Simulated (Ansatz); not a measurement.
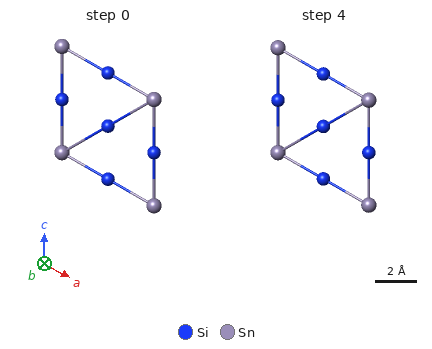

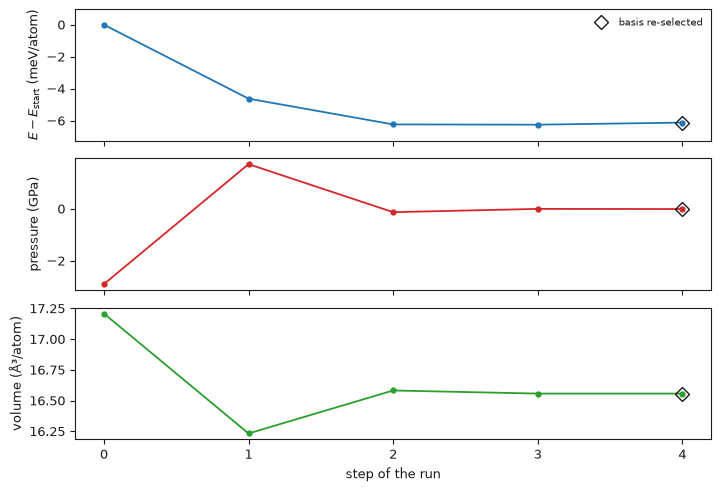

First and last geometry of a relaxation of a crystal of Si₇Sn (a generated structure, set up in Im-3m), with the history of the run. Style: ball-and-stick. Shown: the cell of the calculation, along the b axis.

Theory: DFT PBE, scalar-relativistic, plane waves, PAW (Ansatz 0.2.0). (plane-wave cutoff 420 eV; k-point mesh 8 × 8 × 8; occupations gaussian; smearing width 0.1 eV; no spin polarisation; cell and atoms relaxed; force threshold 0.01 eV/Å; at most 80 steps)

Question: Read the history and describe the run.

Answer: It converged. Over 3 accepted moves (4 points after the start) the energy falls by 6.1 meV per atom. All forces vanish by symmetry, so only the cell relaxes. Pressure: −2.90 GPa at the start and −0.01 GPa at the end. At 1 point the geometry stayed and the basis and grid were re-selected for the new cell (energy shift of 0.1 meV per atom at most each time). The atoms keep their places relative to the cell (all moves are under 0.005 Å). Cell: a = b = c 5.634 → 5.562 Å (−1.3 %). Volume −3.8 %. Some distances before and after: Si–Sn 3.253 → 3.211 Å, Si–Sn 2.817 → 2.781 Å. The space group stays Im-3m (No. 229). The run took 35 s on 1 thread of Arm Neoverse V2, on a shared host, peak memory 0.43 GiB.
